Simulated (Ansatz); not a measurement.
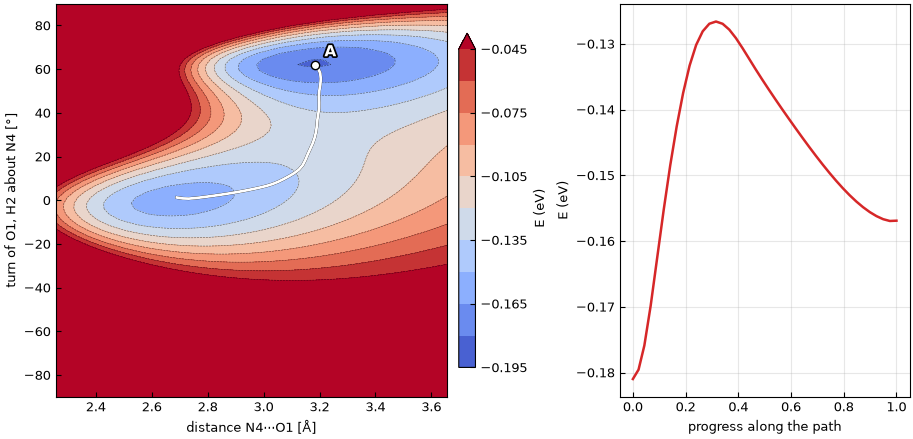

The pair HO···N₂, charge −1. 
- The turn is about an axis along (0.94, 0.34, −0.02) in the frame of the relaxed pair, normal to the line between the partners.
- The first coordinate is: distance N4···O1; the second: turn of O1, H2 about N4.
- The grid has 15 × 15 points.
- Points are written as (first, second).
- All energies are given in eV relative to the ion and the molecule far apart, frozen as in the relaxed pair, each in its own basis (no counterpoise correction).
- All numbers below come from RKS PBE0-D4/def2-TZVPD (Ansatz 0.2.0).

Drawn: filled contours, a line along the lowest path, one colour for all values above the top of the scale, the energy along the path at the right, the start A. Between grid points the surface is interpolated.

**Describe the path and its barrier.**

The easiest path leads from the well at about (3.18 Å, 62°) to the well at (2.684 Å, 0.0°), about 0.024 eV higher. Its highest point lies about 0.054 eV above the bottom of the first well on the interpolated surface, at about (3.18 Å, 29°). Seen from the upper well the barrier is about 0.03 eV. This is the barrier on the constrained surface; relaxing the other coordinates would change it.
